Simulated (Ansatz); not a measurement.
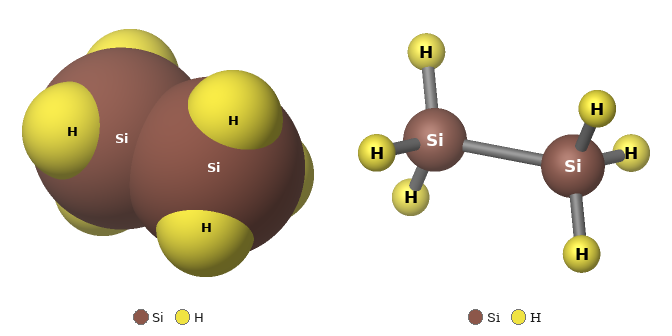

Both panels show the same species.

What does the picture show?

Formula Si₂H₆. This geometry has D3d symmetry. Coordination: 2 Si tetrahedral.

The parts below concern this one geometry. Atoms keep their numbers from picture to picture. The computed structure is the end point of a PBE0-D4/def2-TZVP optimisation.

Shape

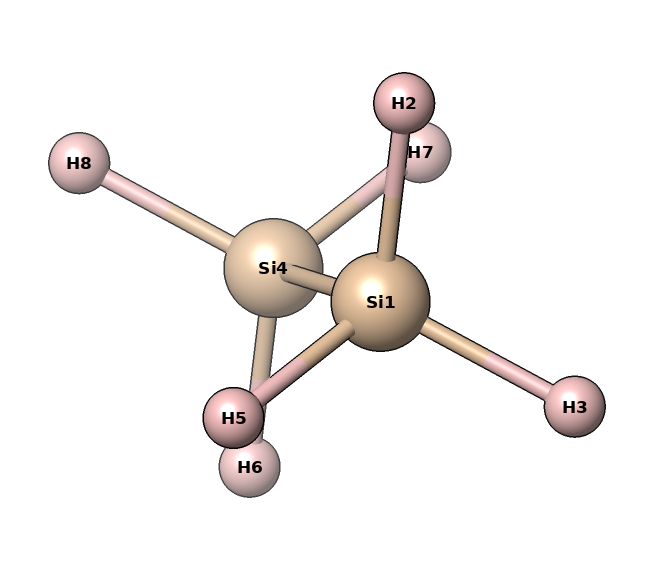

Si4 lies behind Si1. The molecule seen a little off the Si1–Si4 bond, Si1 in front. Atoms fade into the background with distance from the viewer.

Question: What is the torsion angle H2–Si1–Si4–H6? The sign is positive where the front bond must turn clockwise to cover the back bond.

Answer: 180°, antiperiplanar (anti). The bonds about Si1–Si4 are staggered.

Electronic properties

Method: CCSD(T)/CBS estimate, frozen core: MP2 correlation extrapolated from def2-TZVPP and def2-QZVPP, CCSD(T) minus MP2 from the smaller set (Ansatz 0.2.0).

Question: Give the T1 diagnostic at this level.

Answer: 0.013.

Thermal motion

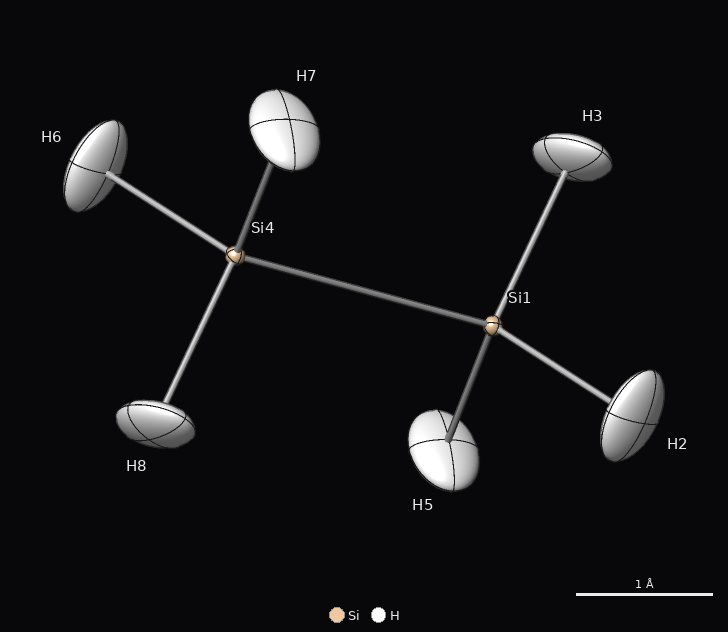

Displacement ellipsoids at the 50 % level, from the internal vibrations of the free molecule (harmonic, no overall translation or rotation; no half-axis is drawn under 0.075 Å). Vibrations computed with RKS PBE0-D4/def2-TZVP (Ansatz 0.2.0). Temperature: 200 K.

Question: Which atom has the largest mean-square displacement?

Answer: H2, H3, H5, H6, H7, H8, with U_eq = 0.0321 Å².

Question: Does H8 move more along its bond or across it?

Answer: Across it: the root-mean-square amplitude is 0.086 Å along the bond and up to 0.242 Å across, since bending and torsion are softer than stretching.

List U_eq and the three principal root-mean-square amplitudes for each kind of atom.

```csv
atom,U_eq (Å²),rms amplitudes (Å)
"Si1, Si4",0.00034,"0.012, 0.012, 0.027"
"H2, H3, H5, H6…",0.0321,"0.086, 0.174, 0.242"
```

Charges

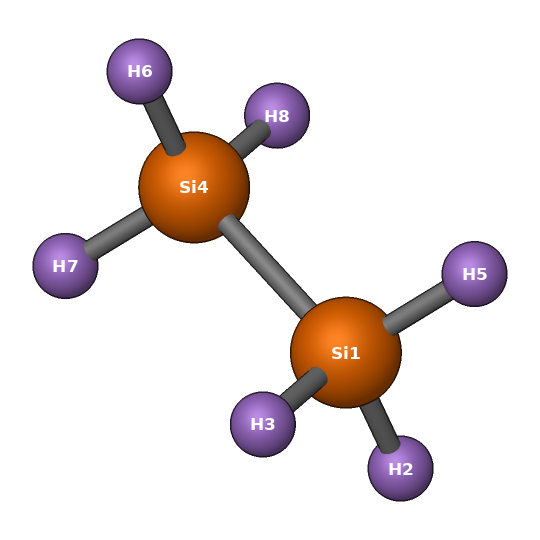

The questions are on Mulliken charges. Level of theory: RKS PBE0-D4/def2-TZVP (Ansatz 0.2.0).

Give the Mulliken charges atom by atom.

```tsv
atom	value (e)
Si1	0.03
H2	−0.01
H3	−0.01
Si4	0.03
H5	−0.01
H6	−0.01
H7	−0.01
H8	−0.01
```

Mulliken values depend strongly on the basis set and can even reverse the polarity of a bond.
